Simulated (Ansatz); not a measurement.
## Geometry relaxation, with input and output: Si$_{3}$NH$_{7}$O (part 1 of 2)

Si$_{3}$NH$_{7}$O, computed with RKS B3LYP-D4/6-31G* (Ansatz 0.2.0).

It belongs to a series of runs on one base structure; here: end point A relaxed. Figures and captions count atoms from 1; the log counts them from 0 in places.

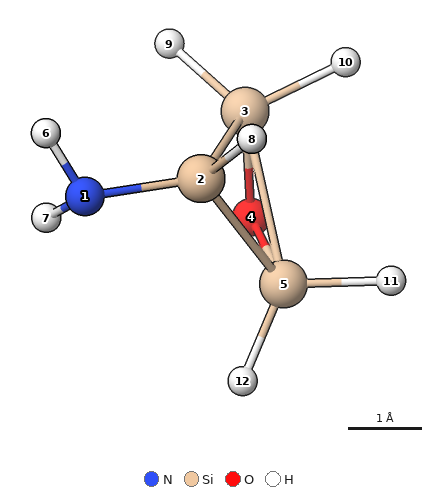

**Figure 1.** The structure as given in the input (ball-and-stick view, seen at a tilt; atoms are numbered from 1 in the order of the input).

### The input
```yaml
crystal:
  periodic: [false, false, false]
  atoms:
    - { symbol: "N", position_ang: [-2.048, 0.6416, 0.3175] }
    - { symbol: Si, position_ang: [-0.7367, -0.2796, 0.6404] }
    - { symbol: Si, position_ang: [1.3166, 0.6458, 0.3377] }
    - { symbol: O, position_ang: [1.4173, 0.227, -1.2665] }
    - { symbol: Si, position_ang: [0.4515, -1.1942, -1.1093] }
    - { symbol: H, position_ang: [-2.2933, 1.3376, 1.0755] }
    - { symbol: H, position_ang: [-1.9106, 1.2784, -0.5072] }
    - { symbol: H, position_ang: [-0.8881, -1.0553, 1.875] }
    - { symbol: H, position_ang: [1.3527, 2.1384, 0.5491] }
    - { symbol: H, position_ang: [2.449, -0.0287, 1.1189] }
    - { symbol: H, position_ang: [1.3082, -2.3373, -0.7034] }
    - { symbol: H, position_ang: [-0.3417, -1.4288, -2.2936] }
basis:
  gaussian: { orbitals: "6-31G*" }
hamiltonian:
  xc: b3lyp
  dispersion: d4
relax:
  f_tol: 0.015
  max_steps: 40
output:
  orbitals: {}
```

Run as:
```bash
ansatz run input.yaml --threads 2 --pin off --max-ram 3072MiB --backend cpu --events-out ev --progress --plain --runs-dir out
```

### Log
```
The last accepted step is kept in [file] (removed where the run ends without a failure and the disk answers)
Engine: ansatz 0.2.0, aarch64-unknown-linux-gnu
Functional definition: B3LYP
  parameter a0 = 0.2
  parameter ax = 0.72
  parameter ac = 0.81
  exchange = (1 - a0 - ax)*slater_x + ax*b88_x + a0*exact_x
  correlation = (1 - ac)*vwn_rpa_c + ac*lyp_c
1059 factors; integrals over basis functions are off by at most 6.9e-4 eV
mean field evaluation 1: about -27275.4275 eV, gradient 7.2e1 eV
mean field evaluation 2: about -27249.4077 eV, gradient 1.3e2 eV
mean field evaluation 4: about -27284.7434 eV, gradient 9.3e0 eV
mean field evaluation 8: about -27284.9325 eV, gradient 3.9e-1 eV
mean field evaluation 16: about -27284.9330 eV, gradient 2.8e-5 eV
mean field -27284.93295945 eV, -1002.7027918679 hartree, gradient 2.8e-5 eV, S^2 0.000000; 0 other end points of the search recorded, 0 dependent functions left out
the calculation of the forces begins
reference -27284.93323843 eV, -1002.7028021204 hartree; 32, 32 occupied and 69, 69 virtual orbitals, 1059 factors
relax step   1: F+E_penalty+E_count = -27285.49156661 eV  Δ(F+E_penalty+E_count) = +0.000e0 eV  max|allowed force component| = 4.448e0 eV/Å  Δτ_max = 0.0000 Å  (27 SCF iters, accepted)
these checks for a lower state are left out or cut short: starts, cluster_reference, orbital_swaps, neighbouring_geometries, increment
1059 factors; integrals over basis functions are off by at most 6.9e-4 eV
mean field -27285.58517400 eV, -1002.7267603105 hartree, gradient 2.2e-5 eV, S^2 0.000000; 0 other end points of the search recorded, 0 dependent functions left out
[... from here on the field's lines of each further geometry are left out, up to the last ...]
relax step   2: F+E_penalty+E_count = -27286.13426518 eV  Δ(F+E_penalty+E_count) = -6.427e-1 eV  max|allowed force component| = 2.051e0 eV/Å  Δτ_max = 0.1990 Å  (28 SCF iters, accepted)
relax step   3: F+E_penalty+E_count = -27286.30387995 eV  Δ(F+E_penalty+E_count) = -1.696e-1 eV  max|allowed force component| = 4.197e-1 eV/Å  Δτ_max = 0.1942 Å  (28 SCF iters, accepted)
relax step   4: F+E_penalty+E_count = -27286.33884744 eV  Δ(F+E_penalty+E_count) = -3.497e-2 eV  max|allowed force component| = 7.148e-1 eV/Å  Δτ_max = 0.2000 Å  (29 SCF iters, accepted)
relax step   5: F+E_penalty+E_count = -27286.42301665 eV  Δ(F+E_penalty+E_count) = -8.417e-2 eV  max|allowed force component| = 2.123e-1 eV/Å  Δτ_max = 0.2000 Å  (28 SCF iters, accepted)
relax step   6: F+E_penalty+E_count = -27286.44221525 eV  Δ(F+E_penalty+E_count) = -1.920e-2 eV  max|allowed force component| = 9.440e-2 eV/Å  Δτ_max = 0.1354 Å  (28 SCF iters, accepted)
relax step   7: F+E_penalty+E_count = -27286.44659479 eV  Δ(F+E_penalty+E_count) = -4.380e-3 eV  max|allowed force component| = 2.357e-1 eV/Å  Δτ_max = 0.1964 Å  (29 SCF iters, accepted)
relax step   8: F+E_penalty+E_count = -27286.45265190 eV  Δ(F+E_penalty+E_count) = -6.057e-3 eV  max|allowed force component| = 1.286e-1 eV/Å  Δτ_max = 0.0410 Å  (27 SCF iters, accepted)
relax step   9: F+E_penalty+E_count = -27286.43891275 eV  Δ(F+E_penalty+E_count) = +1.374e-2 eV  max|allowed force component| = 5.739e-1 eV/Å  Δτ_max = 0.1271 Å  (27 SCF iters, rejected (line search))
relax step  10: F+E_penalty+E_count = -27286.45586934 eV  Δ(F+E_penalty+E_count) = -3.217e-3 eV  max|allowed force component| = 5.384e-2 eV/Å  Δτ_max = 0.0627 Å  (28 SCF iters, accepted)
relax step  11: F+E_penalty+E_count = -27286.45594011 eV  Δ(F+E_penalty+E_count) = -7.077e-5 eV  max|allowed force component| = 5.777e-2 eV/Å  Δτ_max = 0.0394 Å  (29 SCF iters, accepted)
relax step  12: F+E_penalty+E_count = -27286.45649214 eV  Δ(F+E_penalty+E_count) = -5.520e-4 eV  max|allowed force component| = 4.261e-2 eV/Å  Δτ_max = 0.0111 Å  (24 SCF iters, accepted)
relax step  13: F+E_penalty+E_count = -27286.45649824 eV  Δ(F+E_penalty+E_count) = -6.094e-6 eV  max|allowed force component| = 2.892e-2 eV/Å  Δτ_max = 0.0159 Å  (30 SCF iters, accepted)
the calculation of the forces begins
reference -27285.93194622 eV, -1002.7395039548 hartree; 32, 32 occupied and 69, 69 virtual orbitals, 1059 factors
relax step  14: F+E_penalty+E_count = -27286.45668802 eV  Δ(F+E_penalty+E_count) = -1.898e-4 eV  max|allowed force component| = 7.299e-3 eV/Å  Δτ_max = 0.0123 Å  (23 SCF iters, accepted)
```

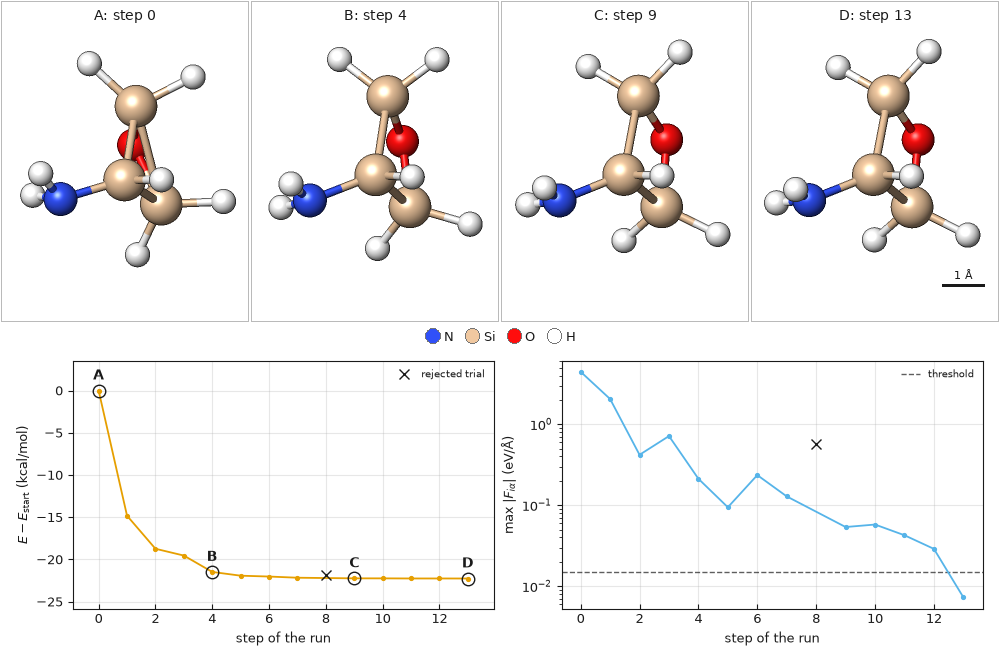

**Figure 2.** Frames of the relaxation (ball-and-stick view, seen at a tilt) above the curves, on which the letters mark them (the first geometry is step 0 here and step 1 in the log).

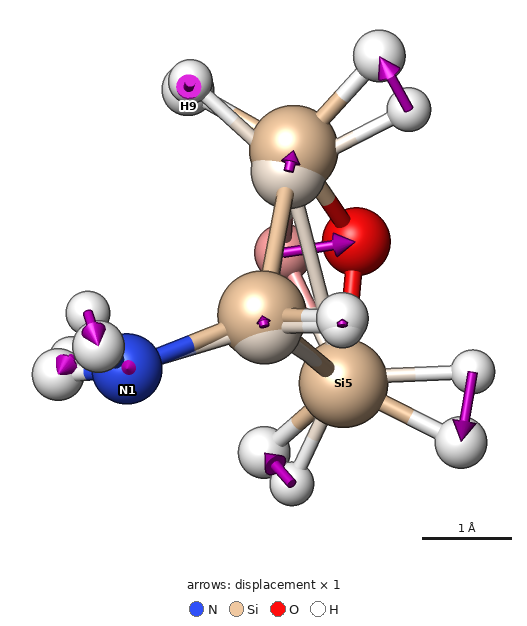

**Figure 3.** Start (faint) and end (solid) with the displacements as pink arrows, at true length (ball-and-stick view, seen at a tilt). The two geometries are laid on each other by the best rigid fit. O4 moves most after the best rigid fit: 0.86 Å. By element the largest moves are O 0.86 Å, H 0.81 Å, Si 0.26 Å, N 0.14 Å. Distances before and after: Si3–Si5 2.496 → 2.774 Å, Si2–Si3 2.272 → 2.382 Å, N1–Si2 1.635 → 1.738 Å, Si2–Si5 2.304 → 2.369 Å. Among the angles that change: Si3–O4–Si5 94.9° → 109.8°, H6–N1–H7 101.2° → 110.7°, N1–Si2–Si3 118.0° → 126.7°. The energy falls by 22.3 kcal/mol in 13 geometry steps. The largest force component goes from 4.4 to 0.0073 eV/Å. The line search rejected the trial step at point 8 (counted from 0) and went back. (Atoms are counted from 1 in the order of the input.)

```
1059 factors; integrals over basis functions are off by at most 6.8e-4 eV
mean field -27285.93165855 eV, -1002.7394933831 hartree, gradient 2.4e-5 eV, S^2 0.000000; 1 other end points of the search recorded, 0 dependent functions left out
the calculation of the forces begins
reference -27285.93194622 eV, -1002.7395039548 hartree; 32, 32 occupied and 69, 69 virtual orbitals, 1059 factors
Total energy: -27286.45697569 eV, -1002.7587984319 hartree
Atom 0 at    -2.158342     0.642462     0.404875 Å, force     0.001682     0.000023    -0.007299 eV/Å
Atom 1 at    -0.647611    -0.179869     0.652022 Å, force    -0.000783    -0.002809     0.006811 eV/Å
Atom 2 at     1.534211     0.749183     0.426565 Å, force    -0.002081     0.002186    -0.000056 eV/Å
Atom 3 at     1.845160    -0.366083    -0.815571 Å, force    -0.000803     0.001706     0.004738 eV/Å
Atom 4 at     0.440578    -1.244036    -1.163105 Å, force    -0.003537    -0.002242    -0.005764 eV/Å
Atom 5 at    -2.663778     0.990471     1.211161 Å, force     0.000507    -0.000148     0.002219 eV/Å
Atom 6 at    -2.267717     1.268678    -0.383864 Å, force    -0.000520     0.001913     0.000290 eV/Å
Atom 7 at    -0.824263    -1.005714     1.880222 Å, force     0.003793    -0.000218    -0.001459 eV/Å
Atom 8 at     1.648336     2.150370    -0.075352 Å, force     0.001723     0.001044     0.000338 eV/Å
Atom 9 at     2.529998     0.584348     1.524360 Å, force     0.000470     0.000074    -0.000008 eV/Å
Atom 10 at     0.707037    -2.708154    -1.095205 Å, force    -0.000715     0.000676     0.000102 eV/Å
Atom 11 at    -0.066710    -0.936755    -2.532009 Å, force     0.000264    -0.002205     0.000087 eV/Å
Dipole moment:    -0.507671     0.295769     0.205857 e Å
```

### Trajectory as extended XYZ (Å, eV, eV/Å), 14 frames, from step=1 to step=14
```
12
Properties=species:S:1:pos:R:3:forces:R:3 step=1 energy=-27285.49157
N    -2.0480    0.6416    0.3175   -3.1086   4.4479  -0.7741
Si   -0.7367   -0.2796    0.6404    2.8502  -2.4572   1.2921
Si    1.3166    0.6458    0.3377    1.4623   1.8602   2.0324
O     1.4173    0.2270   -1.2665   -0.4226  -1.0293  -0.5563
Si    0.4515   -1.1942   -1.1093   -0.1518  -0.0959  -0.5788
H    -2.2933    1.3376    1.0755    0.1621  -1.2234  -0.7904
H    -1.9106    1.2784   -0.5072   -0.3562  -1.0151   0.6291
H    -0.8881   -1.0553    1.8750   -0.2407  -0.2584   0.2871
H     1.3527    2.1384    0.5491    0.3362  -0.1757  -0.2004
H     2.4490   -0.0287    1.1189   -0.3911   0.3814  -0.2530
H     1.3082   -2.3373   -0.7034   -0.0569  -0.1403  -0.1090
H    -0.3417   -1.4288   -2.2936   -0.0829  -0.2941  -0.9786
12
Properties=species:S:1:pos:R:3:forces:R:3 step=2 energy=-27286.13427
N    -2.0582    0.6439    0.3397   -1.5842   2.0512  -0.3776
Si   -0.7027   -0.2836    0.7284    1.2461  -0.9763   0.3219
Si    1.3650    0.7174    0.3849    0.8679   0.6579   0.7197
O     1.4194    0.1798   -1.2109   -0.5580  -0.5196  -0.1007
Si    0.3696   -1.1874   -1.1361    0.4310   0.0129  -0.4878
H    -2.3537    1.3133    1.0681    0.0159  -0.5087  -0.3312
H    -1.9633    1.2062   -0.5222   -0.1568  -0.5299   0.4126
H    -0.9370   -1.1039    1.9392   -0.0997  -0.0445   0.0733
H     1.5304    2.2092    0.4940    0.0020  -0.2226  -0.1411
H     2.4758    0.0635    1.1584   -0.0656   0.1766  -0.0131
H     1.1942   -2.3672   -0.7517   -0.0937  -0.1528  -0.0549
H    -0.2627   -1.4463   -2.4577   -0.0050   0.0558  -0.0211
12
Properties=species:S:1:pos:R:3:forces:R:3 step=3 energy=-27286.30388
N    -2.1422    0.6580    0.3572    0.0862   0.2746  -0.2822
Si   -0.6810   -0.2298    0.7263    0.1278  -0.3320   0.0579
Si    1.4820    0.7308    0.4380   -0.2647   0.1990  -0.2214
O     1.4339    0.1490   -1.1627    0.0095  -0.4197   0.1313
Si    0.3806   -1.2082   -1.1479    0.2217   0.3985  -0.1974
H    -2.4787    1.2942    1.0730   -0.0684  -0.0272   0.0982
H    -2.1509    1.1578   -0.5351   -0.0038  -0.2036   0.2152
H    -0.9452   -1.0749    1.9242   -0.0462   0.0618   0.0436
H     1.6685    2.2129    0.4635    0.0222  -0.0772  -0.0717
H     2.6040    0.1161    1.2040   -0.0170  -0.0137   0.0480
H     1.1438   -2.4518   -0.8067   -0.1214   0.0437  -0.0232
H    -0.2378   -1.4092   -2.4998    0.0544   0.0958   0.2016
12
Properties=species:S:1:pos:R:3:forces:R:3 step=4 energy=-27286.33885
N    -2.0688    0.6427    0.3577   -0.1682  -0.0781   0.2127
Si   -0.6481   -0.3105    0.7374   -0.3190   0.7148  -0.0975
Si    1.4463    0.7741    0.4190    0.2488  -0.3117   0.2542
O     1.5549    0.0440   -1.1165   -0.2332  -0.1906   0.0339
Si    0.3942   -1.2013   -1.1739    0.3183  -0.1058   0.0277
H    -2.4756    1.2175    1.0942    0.0821  -0.1318  -0.1312
H    -2.0862    1.1508   -0.5192    0.0069  -0.0092  -0.0185
H    -0.9619   -1.0552    1.9912    0.1278  -0.0555  -0.0908
H     1.6616    2.2466    0.3172   -0.1281  -0.0264  -0.0507
H     2.5086    0.2393    1.3293    0.0648   0.0805  -0.0805
H     1.0119   -2.5325   -0.8917    0.0126   0.0312  -0.1034
H    -0.2599   -1.2706   -2.5108   -0.0128   0.0825   0.0441
```
